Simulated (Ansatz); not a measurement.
# Abstraction of H: CH2O2 + B2NH4 → CHO2 + B2NH5

Species: CH2O2 (formic acid) `O=CO`, singlet; B2NH4 `B[N]B`, doublet; CHO2 `O=[C]O`, doublet; B2NH5 `BNB`, singlet. A radical takes H: the energy is the difference in strength between the C–H bond broken and the N–H bond made.

Shapes, held fixed at every level: PBE0-D4/def2-TZVP. Flexible molecules stand in one conformer, not always the lowest. Programs: Ansatz 0.2.0. The zero-point and thermal change to 298 K, harmonic and unscaled (PBE0-D4/def2-TZVP), is +7.1 kJ/mol.

```
               level                    kind  ΔH(298 K) (kJ/mol)  less CCSD(T)/CBS estimate
         HF/def2-SVP            Hartree–Fock                +9.0                      +20.6
 B3LYP-D4/def2-TZVPP           global hybrid                +8.8                      +20.4
  PBE0-D4/def2-TZVPP           global hybrid                +3.5                      +15.1
  wB97M-V/def2-TZVPP  range-separated hybrid                -1.8                       +9.8
   B2PLYP/def2-TZVPP           double hybrid                -3.9                       +7.7
       CCSD/def2-SVP   coupled cluster or CI                -7.7                       +3.9
CCSD(T)/CBS estimate   coupled cluster or CI               -11.6                        0.0
```

The highest level, CCSD(T)/CBS estimate, gives ΔH(298 K) = -11.6 kJ/mol; the levels span -11.6 to +9.0. They disagree on the sign: 3 of 7 are positive. The column of differences is taken from that level and isn't an error. No measured value is set beside it here. Open shells run unrestricted. The CBS estimate extrapolates MP2 from def2-TZVPP and def2-QZVPP and adds CCSD(T) − MP2 in the triple-zeta set, cores frozen. CCSD(T)/CBS estimate lies outside the range of all other levels here, so it shouldn't be taken on trust.

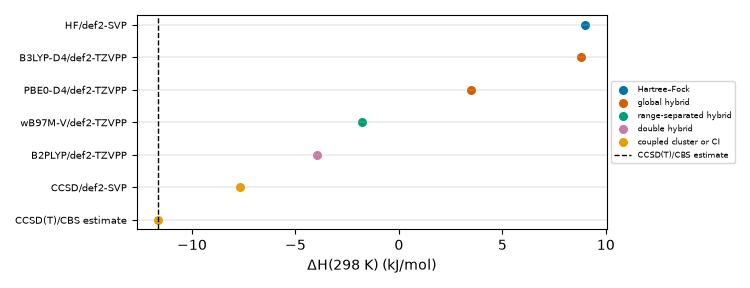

The values of the table, level by level.
